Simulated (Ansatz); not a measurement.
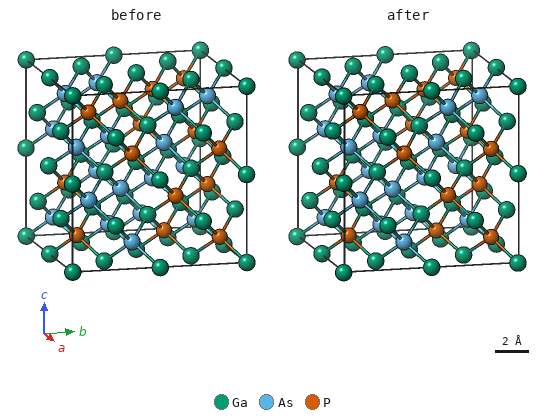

The structure of crystalline Ga₃₂As₁₈P₁₄ (a generated structure, set up in P1) before (left) and after (right) a relaxation, at one scale.

A ball-and-stick model of the cell of the calculation, seen slightly off an axis.

The calculation used DFT, PBEsol, PAW, plane waves in Ansatz 0.2.0. Settings: plane-wave cutoff 420 eV; k-point mesh 1 × 1 × 1; mesh shifted by (0.5, 0.5, 0.5); no spin polarisation; cell relaxed at fixed shape; force threshold 0.03 eV/Å; at most 80 steps.

Q: Summarise the run.

A: The atom that moves furthest relative to the cell is a Ga atom (0.12 Å along [1 2 2]). By element the largest moves are Ga 0.12 Å, P 0.06 Å, As 0.06 Å. The drawn cell changes as follows: a = b = c 11.125 → 11.139 Å (+0.1 %); the volume changes by +0.4 %. Some distances before and after: Ga–P 2.476 → 2.368 Å, As–Ga 2.348 → 2.441 Å, Ga–P 2.455 → 2.368 Å, Ga–P 2.421 → 2.352 Å. Among the angles between lasting bonds that change: P–Ga–P 105.3° → 110.7°, As–Ga–As 111.3° → 106.3°, Ga–P–Ga 106.5° → 110.9°. The space group stays P1 (No. 1). The energy falls by 15.1 meV per atom in 3 geometry steps. The largest force component goes from 1.1 to 0.02 eV/Å. The pressure goes from 0.51 to −0.01 GPa. Cost: 5.4 s on 1 × NVIDIA GB300 with 8 threads of Arm Neoverse-V2, peak memory 2.1 GiB.
